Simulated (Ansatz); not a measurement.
# ScInS3 in Amm2, a phase reached by a soft mode: a soft mode frozen in

Which phase does ScInS3 in Amm2, a phase reached by a soft mode fall into along its unstable mode, and how much energy does it gain?

Calculated with Ansatz 0.2.0; DFT PBEsol, scalar-relativistic, plane waves, PAW; PAW set soft_1.

The structure was built from a prototype and need not be the compound's stable phase.

In doubt: the program warns that the response may not be converged on this k-mesh (step 2), which bears on the force constants and all frequencies.

**1. The structure**

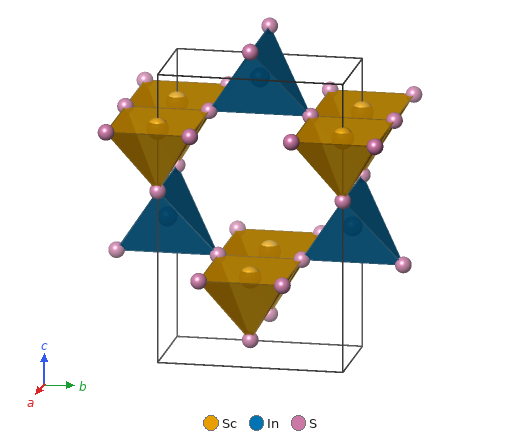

The starting structure, seen slightly off an axis (scandium orange, indium blue, sulfur pink). This picture shows the conventional cell, with its axes. Some periodic images of atoms are drawn too.

**2. Linear response at the zone centre**

This phase was reached earlier by freezing in an unstable mode of a structure of higher symmetry and relaxing. Its zone-centre modes can show that it is still unstable.

The input, input.yaml:

```yaml
crystal:
  lattice:
    - [3.8020296096, 0.0, 0.0]
    - [0.0, 3.6064232419, 5.703594951]
    - [0.0, -3.6064232419, 5.703594951]
  atoms:
    - { symbol: Sc, position: [0.0, 0.8131798505, 0.8131798505] }
    - { symbol: In, position: [0.5, 0.4622434458, 0.4622434458] }
    - { symbol: S, position: [0.5, 0.611232649, 0.0634278108] }
    - { symbol: S, position: [0.5, 0.0634278108, 0.611232649] }
    - { symbol: S, position: [0.0, 0.595709127, 0.595709127] }
kpoints:
  mp_grid: { grid: [6, 4, 4] }
hamiltonian:
  xc: pbesol
  pseudopotentials: { kind: paw, azcp: { folder: soft_1 }, xc_functional: pbe }
scf:
  occupations: { method: fixed }
output:
  eigenvalues: true
phonons:
  method: dfpt
  dielectric: true
  rigid_motions: translations
```

On the command line:

```sh
ansatz run input.yaml --threads 4 --pin off --max-ram 16384MiB --backend cpu --events-out ev --progress --plain --runs-dir out
```

Numbers of over 12 decimals in the logs are rounded to 6 here.

The log of the run:

```text
Engine: ansatz 0.2.0, aarch64-unknown-linux-gnu
Pseudopotentials: kind: paw
Pseudopotential: Sc, paw, valence charge 11, recommended cutoff 420 eV (normal), soft_1/Sc.paw.azcp
Pseudopotential: In, paw, valence charge 13, recommended cutoff 420 eV (normal), soft_1/In.paw.azcp
Pseudopotential: S, paw, valence charge 6, recommended cutoff 420 eV (normal), soft_1/S.paw.azcp
Functional definition: PBEsol
  exchange = pbesol_x
  correlation = pbesol_c
Crystal: 5 atoms, lattice volume = 156.412 Å³
Basis set: ecut = 420 eV, 3027 PW (Γ), exchange–correlation on 54×96×96 points (8 copies of the dense FFT grid, shifted against one another)
Bands: 26, of which v1, the nominal top of the filled ones, is band 21 counted from 1 (20 counted from 0)
Symmetry: 4 space group operations
k-points: 52 of 96 (irreducible under 1 space group operation, time reversal used)
Non-local potential: Sc, projectors of the file, l = 0: 3, l = 1: 2, l = 2: 3, l = 3: 1
Non-local potential: In, projectors of the file, l = 0: 2, l = 1: 2, l = 2: 2, l = 3: 1
Non-local potential: S, projectors of the file, l = 0: 2, l = 1: 2, l = 2: 1
PAW form: soft (Blöchl's): semilocal exchange-correlation on the pseudo side does not see the compensation charge
PAW frozen core: Sc, regenerated for the run's functional, and the local potential with it (the file was generated under x = pbe(κ = 0.804, μ = 0.219515), c = pbe(β = 0.066725))
PAW frozen core: In, regenerated for the run's functional, and the local potential with it (the file was generated under x = pbe(κ = 0.804, μ = 0.219515), c = pbe(β = 0.066725))
PAW frozen core: S, regenerated for the run's functional, and the local potential with it (the file was generated under x = pbe(κ = 0.804, μ = 0.219515), c = pbe(β = 0.066725))
PAW one-centre angular grid: Sc, 590 points (default); XC on 64 Gauss nodes
PAW one-centre angular grid: In, 590 points (default); XC on 64 Gauss nodes
PAW one-centre angular grid: S, 110 points (default); XC on 64 Gauss nodes
Initial density: superposition of atomic densities (chi_scale 0.1, normalization cell, long waves kept (reshape's long-wave potential 0.02 eV rms))
Initial wavefunctions: pseudopotential atomic-orbital guess
Functional: x = pbesol(κ = 0.804, μ = 0.123457), c = pbesol(β = 0.046)
SCF iter   1: F=—  HF=-10297.877039 eV  |F-HF|=—  |Δ(HF+E_count)|=         —  Δρ=3.38e-2  dr2=4.56e0  ethr=3.10e-3  ⟨swp⟩=5.0  Hψ=5838  notcnv=0  defer=105
preconditioner: auto → Resta (q_TF=auto, 2.191 Å⁻¹)  ε∞=4.4  [insulator: Δε(μ)=0.835 eV  Ē_g=9.388 eV  n_scr=30 (ndim 8)  ℏωp=17.3 eV  f_vac=0.174  ε∞_Penn≈4.4]
SCF iter   2: F=—  HF=-10297.047157 eV  |F-HF|=—  |Δ(HF+E_count)|=   8.30e-1  Δρ=1.79e-2  dr2=6.79e-1  ethr=3.10e-3  ⟨swp⟩=3.0  Hψ=3340  notcnv=0  defer=79
SCF iter   3: F=—  HF=-10296.924147 eV  |F-HF|=—  |Δ(HF+E_count)|=   1.23e-1  Δρ=8.46e-3  dr2=1.65e-1  ethr=1.62e-3  ⟨swp⟩=2.5  Hψ=1939  notcnv=0  defer=110
SCF iter   4: F=—  HF=-10296.906765 eV  |F-HF|=—  |Δ(HF+E_count)|=   1.74e-2  Δρ=2.16e-3  dr2=1.91e-2  ethr=3.93e-4  ⟨swp⟩=2.0  Hψ=1721  notcnv=0  defer=155
SCF iter   5: F=—  HF=-10296.914546 eV  |F-HF|=—  |Δ(HF+E_count)|=   7.78e-3  Δρ=7.48e-4  dr2=3.09e-3  ethr=4.54e-5  ⟨swp⟩=2.1  Hψ=2029  notcnv=0  defer=156
SCF iter   6: F=—  HF=-10296.918858 eV  |F-HF|=—  |Δ(HF+E_count)|=   4.31e-3  Δρ=3.93e-4  dr2=4.93e-4  ethr=7.37e-6  ⟨swp⟩=2.5  Hψ=2321  notcnv=0  defer=156
SCF iter   7: F=—  HF=-10296.919813 eV  |F-HF|=—  |Δ(HF+E_count)|=   9.55e-4  Δρ=1.36e-4  dr2=5.85e-5  ethr=1.17e-6  ⟨swp⟩=2.0  Hψ=2319  notcnv=0  defer=144
SCF iter   8: F=—  HF=-10296.920039 eV  |F-HF|=—  |Δ(HF+E_count)|=   2.26e-4  Δρ=3.84e-5  dr2=4.11e-6  ethr=1.39e-7  ⟨swp⟩=3.0  Hψ=2583  notcnv=0  defer=130
SCF iter   9: F=—  HF=-10296.920052 eV  |F-HF|=—  |Δ(HF+E_count)|=   1.23e-5  Δρ=1.32e-5  dr2=4.58e-7  ethr=9.80e-9  ⟨swp⟩=2.3  Hψ=2189  notcnv=0  defer=68
SCF iter  10: F=—  HF=-10296.920053 eV  |F-HF|=—  |Δ(HF+E_count)|=   1.18e-6  Δρ=5.36e-6  dr2=7.23e-8  ethr=1.09e-9  ⟨swp⟩=2.0  Hψ=2151  notcnv=0  defer=77
SCF iter  11: F=—  HF=-10296.920053 eV  |F-HF|=—  |Δ(HF+E_count)|=   1.23e-7  Δρ=1.28e-6  dr2=4.69e-9  ethr=1.72e-10  ⟨swp⟩=2.0  Hψ=1943  notcnv=0  defer=81
SCF iter  12: F=—  HF=-10296.920053 eV  |F-HF|=—  |Δ(HF+E_count)|=   1.42e-8  Δρ=7.13e-7  dr2=1.31e-9  ethr=1.12e-11  ⟨swp⟩=2.0  Hψ=2340  notcnv=0  defer=81
SCF iter  13: F=—  HF=-10296.920053 eV  |F-HF|=—  |Δ(HF+E_count)|=  4.95e-10  Δρ=2.89e-7  dr2=2.46e-10  ethr=3.13e-12  ⟨swp⟩=2.0  Hψ=2337  notcnv=0  defer=81
SCF iter  14: F=-10296.920053 eV  HF=-10296.920053 eV  |F-HF|=3.82e-11  |Δ(HF+E_count)|=  3.00e-10  Δρ=8.59e-8  dr2=1.64e-11  ethr=1.00e-12  ⟨swp⟩=15.7  Hψ=9683  notcnv=0
SCF 1 converged in 14 iterations: F = -10296.920053 eV  dr2 = 1.64e-11
  greatest PAW one-centre occupation: 0.998 electrons in one spin orbital (limit 2), on the Sc atom at site 0 (counted from 0), in its partial waves of l = 0
NSCF: frozen V_eff on 2 k-points
DFPT response loops at Γ: preconditioner auto → none (the input reference at scf.mixing.eps_inf says where Resta's filter doesn't serve); β = 0.50; Broyden in place of MSR1
── the response to a field inside a basis, on 12×8×8 k-points: an SCF that follows is theirs, and a resumed run solves both again ──
Bands: 22, of which v1, the nominal top of the filled ones, is band 21 counted from 1 (20 counted from 0)
k-points: 120 of 768 (time reversal used)
Initial density: handed on by an earlier stage of this run
Initial wavefunctions: pseudopotential atomic-orbital guess (no wavefunctions were taken with the density)
Eigensolver: Dense (120 Hₖ)
SCF iter   1: F=—  HF=-10296.907047 eV  |F-HF|=—  |Δ(HF+E_count)|=         —  Δρ=1.17e-4  dr2=1.01e-5  ethr=1.00e-1
preconditioner: auto → Resta (q_TF=auto, 2.191 Å⁻¹)  ε∞=4.4  [insulator: Δε(μ)=1.463 eV  Ē_g=9.403 eV  n_scr=30 (ndim 8)  ℏωp=17.3 eV  f_vac=0.225  ε∞_Penn≈4.4]
SCF iter   2: F=—  HF=-10296.907050 eV  |F-HF|=—  |Δ(HF+E_count)|=   3.67e-6  Δρ=6.28e-5  dr2=2.06e-6  ethr=2.42e-8
SCF iter   3: F=—  HF=-10296.907052 eV  |F-HF|=—  |Δ(HF+E_count)|=   1.85e-6  Δρ=1.93e-5  dr2=5.72e-7  ethr=4.90e-9
SCF iter   4: F=-10296.907052 eV  HF=-10296.907052 eV  |F-HF|=1.45e-8  |Δ(HF+E_count)|=   8.23e-8  Δρ=3.15e-6  dr2=1.97e-8  ethr=1.36e-9
SCF 1 converged in 4 iterations: F = -10296.907052 eV  dr2 = 1.97e-8
DFPT response loops at Γ: mixed as the last ones told, above
WARN: field response: ε∞ stands inside a basis, on 12×8×8 points; the force constants stand on the 6×4×4 k-mesh, whose period is 10.77 times the interband length at k = (0.0000, 0.0000, 0.0000), direct gap 1.401 eV, under 14: take them and everything formed from them as unconverged, and compare with a denser kpoints.mp_grid
SCF converged after 14 iterations
Free energy (F): -10296.920053 eV
Harris-Foulkes:  -10296.920053 eV  (|F-HF|=3.82e-11)
Internal energy: -10296.920053 eV  (E = F + TS)
E sigma→0 (E₀):  -10296.920053 eV
Fermi energy:    2.778692 eV
--- Per-component energies (eV) ---
  E_band       = -391.064027
  E_kinetic    = 743.389217
  E_local      = -3800.514134  (includes V_loc(G=0)·N_el)
  E_nonlocal   = 574.713725
  E_hartree    = 1506.468927
  E_xc         = -490.218496
  E_vxc        = -441.662054  (∫ρ·V_xc dr)
  E_paw        = -6882.738658  (= ΣΔE_a)
  E_vpaw       = -479.928810  (= ΣTr[D̂ρ^β])
  E_aug_tail   = 0.000187  (compensation charges beyond the density's cutoff)
  E_ewald      = -1948.571598
  E_core_change = 0.550777  (= ΣΔE_core)
  E_smearing   = -0.000000  (= −TS)
  E_closure    = 0.000000  (closes the sum)
  Σ components = -10296.920053   (vs F -10296.920053, Δ=0.00e0)
--- Band table (eV; the first three rows and the last of 52) ---
  k-point 0: bands = [... 17 lower, 1.7370, 2.3827, 2.4427, 2.7787, 4.1797, 5.6114, 5.7121, 5.9636, ... 1 higher]
  k-point 1: bands = [... 17 lower, 1.5055, 1.8015, 2.3523, 2.5824, 4.8064, 5.5983, 5.6838, 6.0877, ... 1 higher]
  k-point 2: bands = [... 17 lower, 1.4971, 1.5161, 2.3166, 2.4291, 5.2356, 5.4844, 5.6514, 6.2556, ... 1 higher]
  k-point 51: bands = [... 17 lower, 0.8559, 1.7802, 2.0336, 2.6617, 4.3815, 5.4603, 5.9781, 6.2325, ... 1 higher]
--- Phonons (Γ-DFPT): 12 representative perturbations + reference, on 52 of 96 k-points (Σ response iterations 39) ---
  k mesh reduced under 1 symmetry operation, with k and −k counted as one. Each operation leaves every solved perturbation unchanged. A smaller set is not considered because the run solves the response to a homogeneous field
  ASR residual: 4.856e-5 → 0.000e0 eV/Å²; symmetrization residual: 8.872e-6 eV/Å²
  ASR residual per site (eV/Å²): 3.57e-5 4.86e-5 9.36e-6 9.36e-6 3.04e-5
  Γ frequencies (cm⁻¹): -69.95 0.00 0.00 0.00 56.65 67.26 134.99 199.07 211.09 246.07 265.55 313.39 333.48 340.38 382.65
  ε∞ (high-frequency dielectric tensor):
        5.602111    -0.000000     0.000000
       -0.000000     6.090060     0.000000
        0.000000     0.000000     4.677745
  softest optical mode at Γ: -69.95 cm⁻¹; the repairs (sum rule, projections) moved no ω² at Γ by more than (1.18 cm⁻¹)²
  Born effective charges Z* (e; rows j = field, columns β = displacement):
    site 0:
         4.82668   -0.00000   -0.00000
        -0.00000    3.46604    0.00000
         0.00000   -0.00000    2.65024
    site 1:
         2.79578   -0.00000    0.00000
        -0.00000    3.89613    0.00000
         0.00000   -0.00000    2.90792
    site 2:
        -2.72263    0.00000   -0.00000
         0.00000   -3.30901    1.22952
        -0.00000    1.07171   -1.07055
    site 3:
        -2.72263    0.00000    0.00000
         0.00000   -3.30901   -1.22952
         0.00000   -1.07171   -1.07055
    site 4:
        -2.17719    0.00000   -0.00000
         0.00000   -0.74415    0.00000
        -0.00000    0.00000   -3.41705
  Z* charge neutrality: 1.132e-2 e pre-enforcement
  solved inside a basis spanned on kpoints, on 12×8×8 k-points, its susceptibility summed on 14×10×10: ε∞ is read to err by 3.1e-2, Z* by 4.3e-2 e (field_mesh: kpoints solves on kpoints); Z* is corrected for what the basis lacks
  optical modes at Γ without the LO–TO term, one row a degenerate level:
      ω (cm⁻¹)  modes    IR ((D/Å)²/amu)
        -69.95      1             0.0952
         56.65      1             1.7545
         67.26      1             0.1427
        134.99      1             0.6701
        199.07      1             0.0000
        211.09      1             0.1018
        246.07      1             0.6514
        265.55      1            23.0396
        313.39      1             4.4236
        333.48      1            25.0472
        340.38      1            16.2243
        382.65      1             0.0123
  optical modes at Γ + LO–TO along q̂ = [1.0000, 0.0000, 0.0000]:
      ω (cm⁻¹)  modes    IR ((D/Å)²/amu)
        -69.95      1             0.0952
         56.65      1             1.7545
         68.56      1             0.0368
        134.99      1             0.6701
        199.07      1             0.0000
        211.09      1             0.1018
        246.07      1             0.6514
        302.81      1             1.0851
        333.48      1            25.0472
        340.38      1            16.2243
[...]
optical modes at Γ + LO–TO along q̂ = [0.0000, 1.0000, 0.0000]:
      ω (cm⁻¹)  modes    IR ((D/Å)²/amu)
[...]
optical modes at Γ + LO–TO along q̂ = [0.0000, 0.0000, 1.0000]:
      ω (cm⁻¹)  modes    IR ((D/Å)²/amu)
        -69.95      1             0.0952
         56.65      1             1.7545
         67.26      1             0.1427
        139.72      1             0.2952
        199.07      1             0.0000
        211.53      1             0.0401
        246.07      1             0.6514
        265.55      1            23.0396
        313.39      1             4.4236
        333.48      1            25.0472
        382.56      1             0.0377
        404.99      1            16.6355
```

The job ended after 2.3 min (4 threads of Arm Neoverse V2, shared host; peak memory 1.4 GiB; 8.7 min of CPU time).

Numbers from this step:

| Quantity | Value |
| --- | --- |
| gap on the k-mesh | 1.401 eV |
| volume per atom | 31.28 Å³ |
| sum-rule residual before enforcement | 4.86e-5 eV/Å² |
| miss of the charge sum rule | 0.01132 e |
| estimated error of the dielectric tensor | 0.03069 |
| estimated error of the Born charges | 0.04297 e |
| point group | mm2 |
| highest optical mode at the zone centre (no LO-TO term) | 382.6 cm⁻¹ |
| lowest optical zone-centre mode | -69.95 cm⁻¹ |
| mean high-frequency dielectric constant | 5.457 |
| largest Born charge (third of the trace) | 3.648 e |
| top of the zone-centre spectrum with the field | 411.7 cm⁻¹ |

Patterns of degenerate modes are one choice out of their space. The modes at Γ (shares of kinetic energy by element, %) (negative means imaginary):

| mode | frequency (cm⁻¹) | symmetry | Sc % | In % | S % |
| --- | --- | --- | --- | --- | --- |
| 1 | -70.0 | B2 | 4 | 0 | 96 |
| 2 | 0.0 | acoustic | 18 | 45 | 38 |
| 3 | 0.0 | acoustic | 18 | 45 | 38 |
| 4 | 0.0 | acoustic | 18 | 45 | 38 |
| 5 | 56.6 | B2 | 0 | 23 | 77 |
| 6 | 67.3 | B1 | 26 | 38 | 36 |
| 7 | 135.0 | A1 | 7 | 10 | 83 |
| 8 | 199.1 | A2 | 0 | 0 | 100 |
| 9 | 211.1 | A1 | 61 | 35 | 4 |
| 10 | 246.1 | B2 | 44 | 31 | 25 |
| 11 | 265.6 | B1 | 56 | 0 | 44 |
| 12 | 313.4 | B1 | 0 | 18 | 82 |
| 13 | 333.5 | B2 | 34 | 2 | 64 |
| 14 | 340.4 | A1 | 13 | 9 | 78 |
| 15 | 382.6 | A1 | 1 | 1 | 98 |

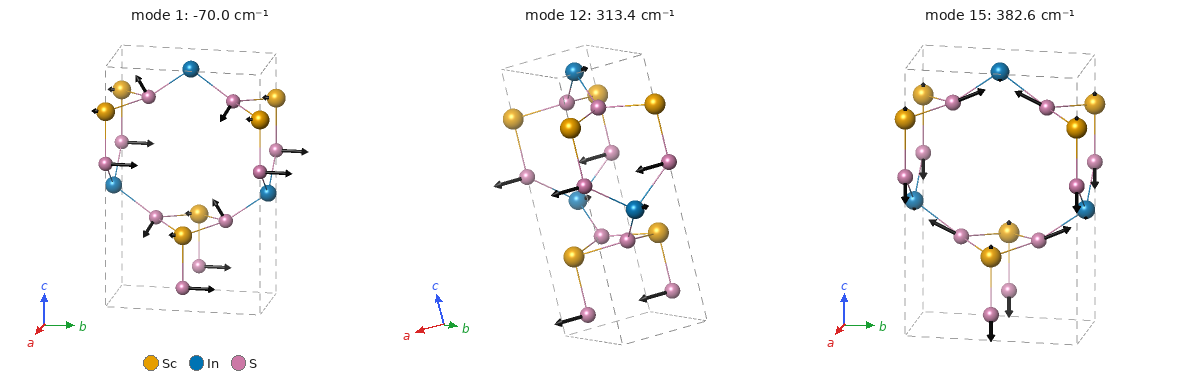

Displacement patterns of modes 1, 12 and 15 at Γ; arrows are exaggerated. Some periodic images of atoms are drawn too.

Before it was imposed, the acoustic sum rule was missed by 4.9e-5 eV/Å² and the charge sum rule by 0.011 e. Small misses are needed for a sound result but don't prove that mesh and cutoff are converged. The lowest optical mode is imaginary, 70.0i cm⁻¹, so the energy falls along it.

The log warns of the k mesh: “the force constants stand on the 6×4×4 k-mesh, whose period is 10.77 times the interband length at k = (0.0000, 0.0000, 0.0000), direct gap 1.401 eV, under 14: take them and everything formed from them as unconverged”.

**3. The mode frozen in, largest atomic shift 0 Å**

The mode followed lies at Γ with frequency 69.9i cm⁻¹, the softest among the wavevectors solved. At small amplitude the distorted cell has space group no. 6 by a symmetry search on the positions. The undistorted cell that holds it gives the zero of energy on the same k mesh.

input.yaml: that of step 2 with these lines changed.

```diff
@@ -17,8 +17,6 @@
 scf:
-  occupations: { method: fixed }
+  occupations: { method: gaussian, width: 0.02 }
 output:
+  forces: true
+  stress: true
   eigenvalues: true
-phonons:
-  method: dfpt
-  dielectric: true
-  rigid_motions: translations
```

The log of the run:

```text
[...]
Crystal: 5 atoms, lattice volume = 156.412 Å³
Basis set: ecut = 420 eV, 3027 PW (Γ), exchange–correlation on 54×96×96 points (8 copies of the dense FFT grid, shifted against one another)
Bands: 26, of which v1, the nominal top of the filled ones, is band 21 counted from 1 (20 counted from 0)
Symmetry: 4 space group operations
[...]
k-points: 28 of 96 (time reversal used)
[...]
P = ⅓ Tr σ = -0.0012 GPa (-0.012 kbar)
--- Band table (eV; the first three rows and the last of 28) ---
  k-point 0: bands = [... 17 lower, 1.7370, 2.3827, 2.4428, 2.7786, 4.1797, 5.6114, 5.7121, 5.9636]
  k-point 1: bands = [... 17 lower, 1.5055, 1.8015, 2.3523, 2.5823, 4.8064, 5.5984, 5.6838, 6.0878]
  k-point 2: bands = [... 17 lower, 1.4971, 1.5160, 2.3166, 2.4291, 5.2357, 5.4844, 5.6514, 6.2556]
  k-point 27: bands = [... 17 lower, 0.8560, 1.7802, 2.0335, 2.6617, 4.3815, 5.4603, 5.9781, 6.2326]
[key lines of the parts left out:]
SCF converged after 10 iterations
Free energy (F): -10296.920053 eV
Fermi energy:    3.479168 eV
```

Wall time 3.2 s (4 threads); peak memory 0.44 GiB; 12 s of CPU time.

This step gave:

- pressure: -0.001235 GPa
- energy from the undistorted cell: 0 meV/atom

At this level the gap is 1.40 eV on the k-mesh of the self-consistent run, which can miss the band edges.

**4. The mode frozen in, largest atomic shift 0.45 Å**

The atoms are moved along the unstable eigenvector, the largest shift by 0.45 Å, with the cell fixed.

input.yaml, the sections that differ from step 3:

```yaml
crystal:
  lattice:
    - [3.8020296096, 0.0, 0.0]
    - [0.0, 3.6064232419, 5.703594951]
    - [0.0, -3.6064232419, 5.703594951]
  atoms:
    - { symbol: Sc, position: [0.0, 0.7974552217, 0.8289044793] }
    - { symbol: In, position: [0.5, 0.4642184999, 0.4602683917] }
    - { symbol: S, position: [0.5, 0.5625347226, 0.0621421745] }
    - { symbol: S, position: [0.5, 0.0647134471, 0.6599305753] }
    - { symbol: S, position: [0.0, 0.658097811, 0.533320443] }
# kpoints, hamiltonian, scf, output: as in step 3
```

The log of the run:

```text
[...]
Crystal: 5 atoms, lattice volume = 156.412 Å³
Basis set: ecut = 420 eV, 3027 PW (Γ), exchange–correlation on 54×96×96 points (8 copies of the dense FFT grid, shifted against one another)
Bands: 26, of which v1, the nominal top of the filled ones, is band 21 counted from 1 (20 counted from 0)
Symmetry: 2 space group operations
[...]
k-points: 40 of 96 (time reversal used)
[...]
P = ⅓ Tr σ = -1.5988 GPa (-15.988 kbar)
--- Band table (eV; the first three rows and the last of 40) ---
  k-point 0: bands = [... 17 lower, 1.8368, 2.2792, 2.3874, 2.4224, 4.3964, 5.5142, 5.6851, 5.9206]
  k-point 1: bands = [... 17 lower, 1.5524, 1.8286, 2.3838, 2.3989, 4.7894, 5.5270, 5.6841, 6.0236]
  k-point 2: bands = [... 17 lower, 1.5802, 1.6873, 2.3359, 2.3980, 5.0961, 5.4151, 5.6795, 6.1317]
  k-point 39: bands = [... 17 lower, 0.9119, 1.8006, 1.9528, 2.4969, 4.5634, 5.3873, 5.9692, 6.3103]
[key lines of the parts left out:]
SCF converged after 10 iterations
Free energy (F): -10296.995711 eV
Fermi energy:    3.427535 eV
```

Wall time 4.5 s (4 threads); peak memory 0.46 GiB; 17 s of CPU time.

Numbers from this step:

```yaml
pressure: -1.599 GPa
gap_on_the_k_mesh: 1.746 eV
energy_from_the_undistorted_cell: -15.13 meV/atom
```

The energy, extrapolated to zero smearing, is -15.13 meV/atom against the undistorted cell.

The run ends at a pressure of -1.60 GPa, with forces up to 0.25 eV/Å.

**5. Energy along the mode, all amplitudes (two of the runs are shown above)**

An imaginary frequency means negative curvature, so the energy should fall and then rise again as anharmonic terms take over.

This step gave:

```yaml
depth_at_the_lowest_point_sampled: 15.13 meV/atom
largest_atomic_shift_at_that_point: 0.45 Å
```

The energy from the parent by largest atomic shift:

| largest atomic shift (Å) | energy from the parent (meV/atom) |
| --- | --- |
| 0.000 | 0 |
| 0.040 | -0.201 |
| 0.080 | -0.795 |
| 0.140 | -2.36 |
| 0.220 | -5.45 |
| 0.320 | -10.1 |
| 0.450 | -15.1 |
| 0.600 | -14.9 |

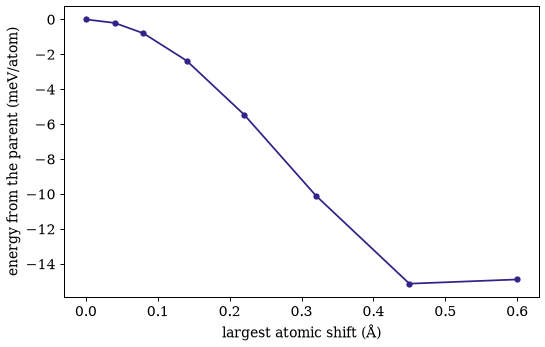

Energy from the parent, plotted against largest atomic shift.

Displacement at unit largest shift by atom:

| atom | x (Å) | y (Å) | z (Å) | size |
| --- | --- | --- | --- | --- |
| Sc1 | 0.00 | -0.25 | 0.00 | 0.25 |
| In2 | 0.00 | 0.03 | 0.00 | 0.03 |
| S3 | 0.00 | -0.38 | -0.63 | 0.74 |
| S4 | 0.00 | -0.38 | 0.63 | 0.74 |
| S5 | 0.00 | 1.00 | 0.00 | 1.00 |

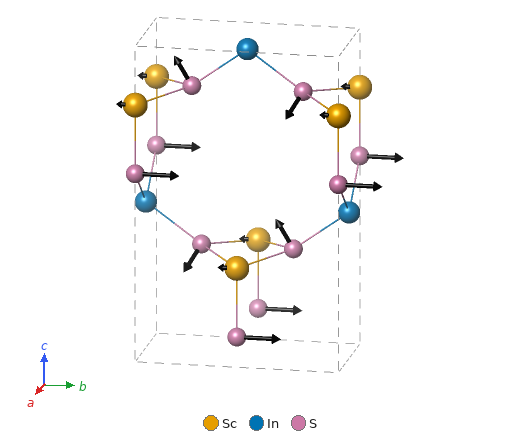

Displacement at unit largest shift as arrows, the longest 1 Å. Some periodic images of atoms are drawn too.

The lowest of the steps tried is at 0.45 Å, 15.1 meV/atom below the parent; the bottom of the well need not coincide with a step.

(Continued in part 2 of 3.)

[Logs are printed without paths, hosts, clocks, repeated set-up lines and the standing remarks that a program may print on its own settings, such as how far it seeks lower states.]

[Hosts, paths, dates, database ids (printed as entryN), source tags and the programs' standing remarks are cut or masked in the printed files.]
